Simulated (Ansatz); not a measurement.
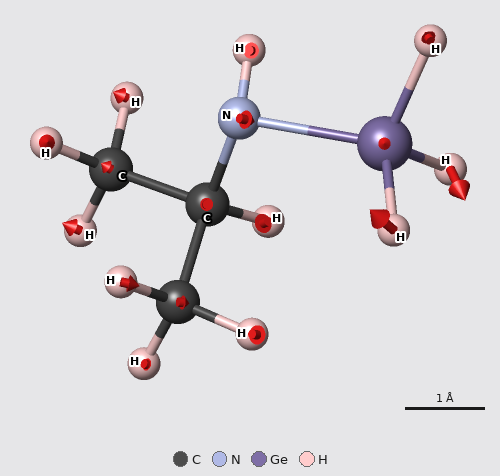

A relaxation of C$_{3}$H$_{11}$GeN (coarse preliminary run). The starting structure is drawn; red arrows show the displacements, at their true length. The two geometries are superimposed by the best rigid fit.

The picture is a ball-and-stick view, seen at a tilt.

The start comes from a force field.

All numbers below come from RKS PBE-D4/def2-SVP (Ansatz). (force threshold 0.03 eV/Å; at most 200 steps)

Q: Atoms of which element are displaced furthest, and by how much?

A: Hydrogen: up to 0.61 Å, against 0.28 Å for nitrogen.

Q: Describe the change and its energy.

A: The largest move after the best rigid fit is that of an H atom, 0.61 Å. By element the largest moves are H 0.61 Å, N 0.28 Å, C 0.17 Å, Ge 0.12 Å. Near-neighbour distances that change, for instance: Ge–N 1.948 → 1.861 Å, C–H 1.167 → 1.110 Å, Ge–H 1.519 → 1.566 Å, C–H 1.072 → 1.108 Å. Bond angles that change, for instance: C–N–Ge 107.0° → 121.1°, Ge–N–H 98.7° → 110.3°, C–C–H 115.1° → 110.8°. After 10 geometry steps the energy has fallen by 0.440 eV. The largest force component goes from 2.5 to 0.018 eV/Å.
